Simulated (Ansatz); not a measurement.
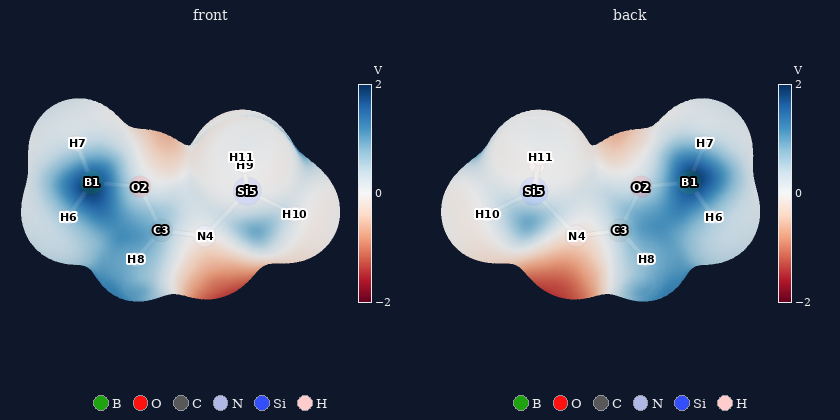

*CH₆BNOSi (SMILES BOC=N[SiH3]). The molecular electrostatic potential painted on the density surface at 0.002 e/bohr³, seen from the front and from behind; red is negative and blue positive.*

Geometry: PBE0-D4/def2-TZVP.

Level of theory: RKS PBE0-D4/def2-TZVPP in Ansatz 0.2.0.

```xyz
11

B    -2.0201    0.6791    0.9497
O    -0.7795    0.3749    0.4888
C    -0.5968   -0.5419   -0.5236
N     0.5155   -0.8571   -0.9759
Si    2.0511   -0.2219   -0.4375
H    -2.9779    0.1423    0.4687
H    -2.0831    1.4831    1.8270
H    -1.5424   -0.9600   -0.8838
H     2.2713   -0.5211    1.0019
H     3.1093   -0.8810   -1.2377
H     2.1181    1.2468   -0.6570
```

### Which sites attract a positive test charge, and which a negative one?

A positive charge is drawn to the negative regions and a negative charge to the positive ones. The most negative region (about −1.4 V) lies over N4, the most positive (about +1.8 V) over B1. N4 is the likeliest acceptor of a hydrogen bond.
